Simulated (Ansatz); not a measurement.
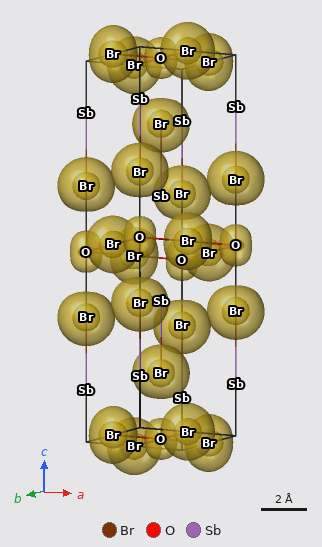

The picture shows: Sb₂Br₄O. Isosurface of the ELF at 0.7 (yellow), seen at an oblique angle. Core shells are left out. Sticks mark near contacts.

Space group I4/mmm; built by placing these elements on a known structure type; not relaxed (largest force 0.8 eV/Å); computed pressure about −5 GPa in this cell.

Computed with Ansatz, DFT, PAW plane waves, PBE.

```
CELL_PARAMETERS angstrom
4.89288 0.00000 0.00000
0.00000 4.89288 0.00000
0.00000 0.00000 17.16333
ATOMIC_POSITIONS crystal
Br 0.00000 0.00000 0.32751
Br 0.50000 0.50000 0.82751
Br 0.00000 0.00000 0.67249
Br 0.50000 0.50000 0.17249
O 0.00000 0.00000 0.50000
O 0.50000 0.50000 0.00000
Sb 0.00000 0.00000 0.13680
Sb 0.50000 0.50000 0.63680
Sb 0.00000 0.00000 0.86320
Sb 0.50000 0.50000 0.36320
Br 0.00000 0.50000 0.00000
Br 0.50000 0.00000 0.50000
Br 0.50000 0.00000 0.00000
Br 0.00000 0.50000 0.50000
```

> Identify the bonds, lone pairs and shells in this picture.

At this value the surface marks out eight regions wrapped around Br (the valence shell of each) and two regions wrapped around O (the valence shell of each), counted in one cell of 14 atoms. Regions shared between cells count once. Along the contacts the grid gives the following. Br–O (2.45 Å): the ELF is about 0.35 at the midpoint. Sb–Br (3.27 Å): the ELF is about 0.35 at the midpoint.

> What Bader charges does the calculation give?

Electrons move from Sb towards Br and O. Bader charges: Br −0.42 to −0.08, O −0.56 and Sb +0.79 e.
